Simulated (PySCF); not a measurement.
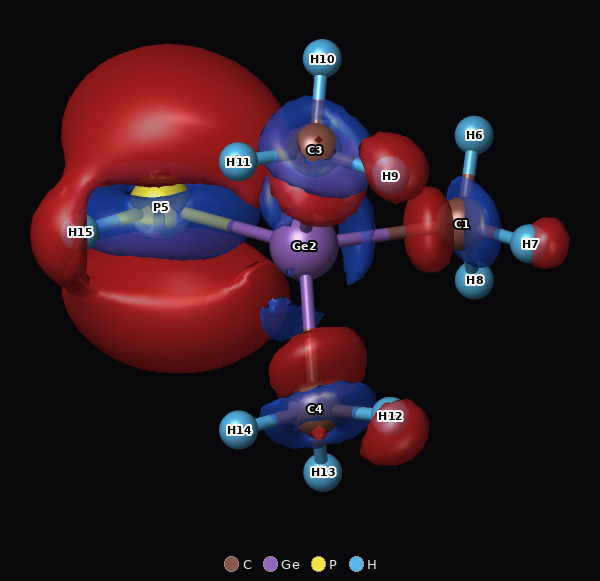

Figure. C3H10GeP, charge −1, SMILES `[CH3][Ge]([CH3])([CH3])[PH-]`. Fukui function f⁻ = ρ(N) − ρ(N−1) at fixed geometry, surfaces at ±0.02 e/Å³ (red positive, blue negative).

Level of theory: B3LYP/def2-SVP (PySCF), at a geometry from GFN2-xTB. The highest occupied Kohn–Sham orbital has positive energy, a self-interaction fault of such functionals for anions. No frequency check shows the geometry to be a minimum. GFN2-xTB bond lengths at metals and heavier atoms can be off by up to 0.1 Å and shapes distorted, which carries into these values. The basis has no diffuse functions, which an anion needs.

Q: On which atoms does the density change most on removal of an electron?

A: f⁻ (Hirshfeld-condensed) is largest on P5 (0.54); the vertical detachment energy is 1.35 eV (the stability of the neutral species's solution wasn't checked). Condensed values hint at sites of electrophilic attack but needn't mark the atom that reacts. Orbital relaxation makes it negative in places (0.26 e in all).
